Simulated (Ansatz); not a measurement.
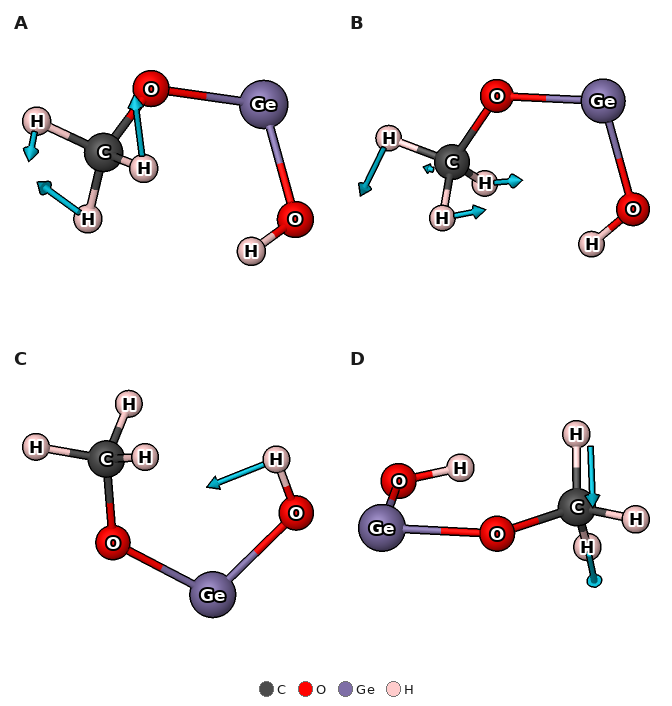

4 normal modes of one molecule or complex, as arrows. Harmonic vibrations computed with RKS PBE0-D4/def2-TZVP (Ansatz 0.2.0) at a stationary point of the same level.

**Match the panels to the wavenumbers 783 cm⁻¹, 1190 cm⁻¹, 1495 cm⁻¹, 3054 cm⁻¹.**

A: 1495 cm⁻¹, H–C–H bending
B: 1190 cm⁻¹, H–C–O bending
C: 783 cm⁻¹, Ge–O–H bending
D: 3054 cm⁻¹, out-of-phase stretching of 2 C–H bonds
